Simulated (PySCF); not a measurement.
SMILES [SiH2]([GeH3])N (H₇GeNSi) at its B3LYP/def2-SVP optimised geometry (Å):

```
10

N      1.7608    -1.1008     0.0000
Si     0.0197    -1.1008     0.0000
Ge    -0.7265     1.1782     0.0000
H      2.2607    -0.5739    -0.7104
H      2.2581    -1.9612     0.2147
H     -0.6455    -1.8030    -1.1504
H     -0.4272    -1.7975     1.2425
H     -2.2607     1.2707    -0.1663
H     -0.0855     1.9612    -1.1713
H     -0.3417     1.9036     1.3085
```

Level of theory: B3LYP/def2-TZVP run with PySCF. Cells within 0.4 Å of a nucleus heavier than hydrogen are left out (blank, or x).

Map of the log10 of the electron density (e/bohr³), floored at −4 on the plane z = 0.0 Å:

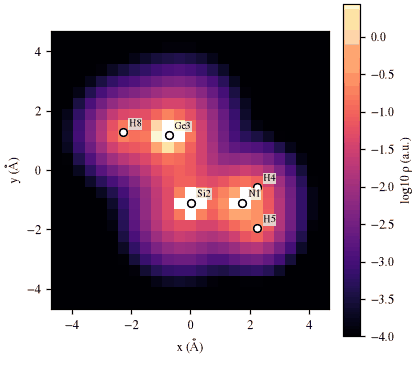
Fig. 1. Log10 of the electron density (e/bohr³), floored at −4 on the plane z = 0.0 Å.
